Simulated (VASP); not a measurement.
Band structure of Cd (hcp). Calculation: LDA (Ceperley-Alder, Perdew-Zunger) with spin-orbit coupling, VASP's LDA PAW potentials (set 64) (plane waves; VASP 6.6.1).

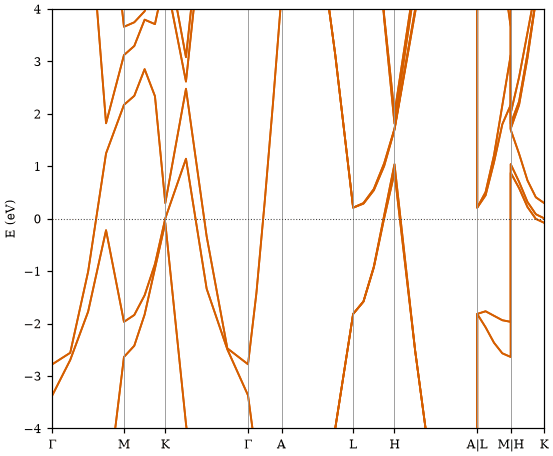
*Bands along high-symmetry lines, zero at the valence-band maximum or, without a gap, the Fermi level*

**Question.** Read the plot: is there a gap, and where are the band edges?

**Answer.** It has no gap at this level: it comes out as a metal or semimetal.

The compound is Cd in the hcp structure. It was relaxed first, which changed the volume by -8 %.
